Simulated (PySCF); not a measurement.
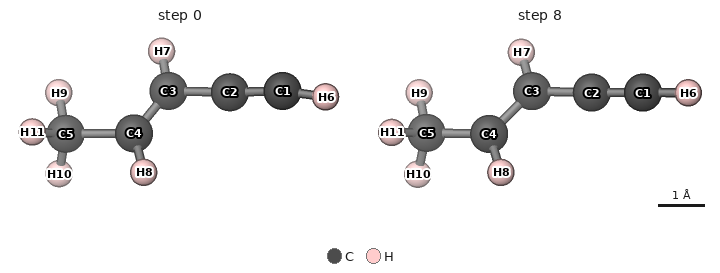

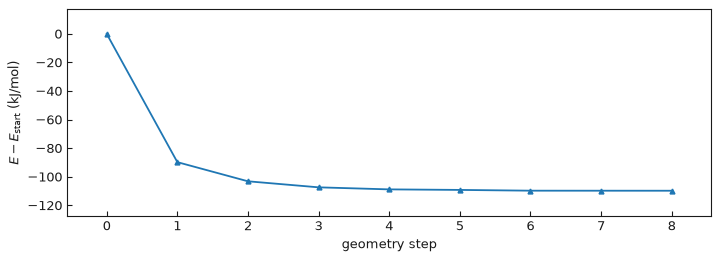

First and last geometry of a relaxation of C₅H₆, with the history of the run. A ball-and-stick model, seen at a tilt.

The start comes from MMFF94s. Its atoms were then displaced at random by about 0.03 Å.

Method: PBE0-D3(BJ)/def2-SVP geometry optimisation, gas phase in PySCF. 

**Read the history and describe the run.**

It converged. The atom that moves furthest after the best rigid fit is C4 (0.11 Å). By element the largest moves are C 0.11 Å, H 0.11 Å. Among the contacts that change: C4–C5 1.603 → 1.488 Å, C3–C4 1.234 → 1.345 Å, C5–H9 1.166 → 1.100 Å, C1–H6 1.014 → 1.074 Å. Bond angles that change, for instance: C4–C3–H7 131.3° → 119.3°, C3–C4–H8 128.0° → 118.1°, C2–C1–H6 170.5° → 179.7°. After 8 geometry steps the energy has fallen by 109.8 kJ/mol. Cost: 21 s on 1 thread of Arm Neoverse V2, on a shared host.

| step | E − E(0), kJ/mol |
| --- | --- |
| 0 | 0.00 |
| 1 | -89.78 |
| 2 | -103.19 |
| 3 | -107.41 |
| 4 | -108.84 |
| 5 | -109.22 |
| 6 | -109.75 |
| 7 | -109.77 |
| 8 | -109.79 |
